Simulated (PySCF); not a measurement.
SiH4: excited-state calculation

The run: excited-state calculation of SiH4. Method and program: TDDFT PBE0/def2-TZVP, vertical, gas phase, core orbitals frozen in the response (PySCF 2.14.0).

The geometry comes from this level: PBE0-D3(BJ)/def2-SVP.

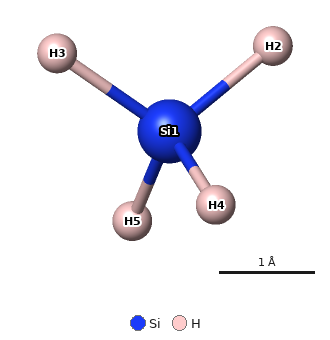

The input geometry (ball-and-stick view, seen at a tilt; atoms are numbered from 1 in the order of the input). Bond lengths as drawn: H–Si 1.49 Å.

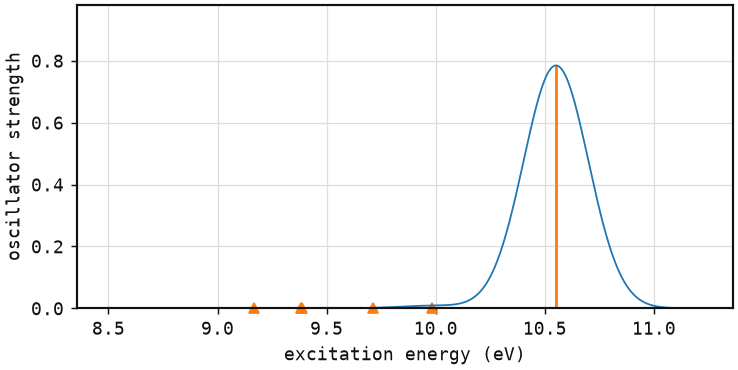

Computed excitations as sticks (degenerate states added up, dark ones marked on the axis), with a Gaussian envelope of 0.35 eV full width at half maximum, scaled to the tallest. Of the 10 states the lowest lies at 9.17 eV (f = 0.000); the strongest line is at 10.55 eV, or 118 nm (f = 0.785).

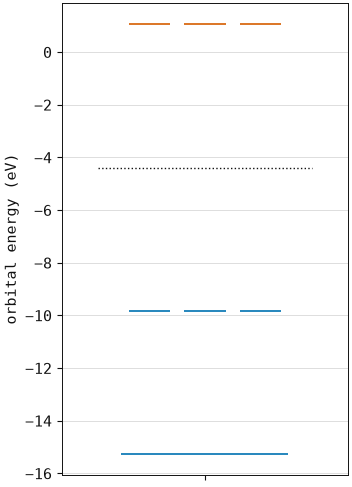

Orbital energies near the frontier; the dotted line parts filled from empty levels, and levels within 0.02 eV of each other stand side by side. Highest filled −9.84 eV, lowest empty 1.05 eV, 10.89 eV apart.

The input and output of the run follow.

## Input
```
{"job": {"kind": "uv", "xc": "PBE0", "basis": "def2-TZVP"}, "charge": 0, "multiplicity": 1}
Si     0.018604    -0.020708    -0.019400
H     -0.175386     1.206957    -0.846261
H     -0.729147     0.120879     1.264884
H      1.472272    -0.202666     0.267685
H     -0.494253    -1.209232    -0.763398
```

The first line tells a small driver script what to run in PySCF; the rest is the geometry in Å.

Launched with:
```bash
OMP_NUM_THREADS=1 python <driver script> task.json out
```

## What the program printed
```
coarse grid: 4104 points
cycle   1  E = -291.7550257475  dE = -2.961e-01  |g| = 9.440e-02  |ddm| = 1.359e+00
cycle   2  E = -291.7564761944  dE = -1.450e-03  |g| = 3.359e-02  |ddm| = 7.883e-02
cycle   3  E = -291.7565555116  dE = -7.932e-05  |g| = 5.706e-03  |ddm| = 1.560e-02
cycle   4  E = -291.7565601515  dE = -4.640e-06  |g| = 1.112e-03  |ddm| = 5.233e-03
final grid: 33416 points
cycle   5  E = -291.7559487088  dE = -2.902e-06  |g| = 4.786e-04  |ddm| = 3.690e-03
cycle   6  E = -291.7559487620  dE = -5.322e-08  |g| = 2.442e-04  |ddm| = 9.237e-04
cycle   7  E = -291.7559487833  dE = -2.131e-08  |g| = 6.483e-05  |ddm| = 3.386e-04
cycle   8  E = -291.7559487838  dE = -4.837e-10  |g| = 7.629e-06  |ddm| = 3.560e-05
converged SCF energy = -291.7559487838

Static polarisability (au): isotropic 29.613, principal 29.604 29.612 29.622

Singlet excitations
state   eV       nm        f      main configurations
  1   9.1639    135.3   0.00000   H->L+1 0.49, H-1->L 0.48
  2   9.1656    135.3   0.00000   H->L+2 0.49, H-2->L 0.49
  3   9.1687    135.2   0.00000   H-2->L+1 0.49, H-1->L+2 0.49
  4   9.3846    132.1   0.00000   H-1->L 0.28, H->L 0.28, H->L+1 0.27
  5   9.3893    132.0   0.00000   H-2->L+2 0.57, H-1->L+1 0.23
  6   9.7140    127.6   0.00000   H-2->L+2 0.33, H->L 0.32, H-1->L+1 0.32
  7   9.9826    124.2   0.00275   H->L+3 0.48, H->L+2 0.21, H-2->L 0.19
  8   9.9841    124.2   0.00312   H-2->L+3 0.46, H-1->L+1 0.14, H->L 0.13
  9   9.9869    124.1   0.00269   H-1->L+3 0.42, H-1->L+2 0.19, H-2->L+1 0.18
 10  10.5515    117.5   0.78491   H->L+3 0.44, H->L+2 0.20, H-2->L 0.17

Triplet excitations (Tamm-Dancoff, eV): 8.3008 8.3730 8.3746 8.3765
```

## Results in brief

- outcome: converged
- total energy: −291.755949 hartree
- HOMO: −9.84 eV
- LUMO: 1.05 eV
- dipole moment: 0.00 D
- mean polarisability: 29.61 a.u.
- lowest singlet excitation: 9.16 eV
- hardware: 1 CPU thread, shared host
- wall time: 1 s
- peak memory: 0.27 GiB
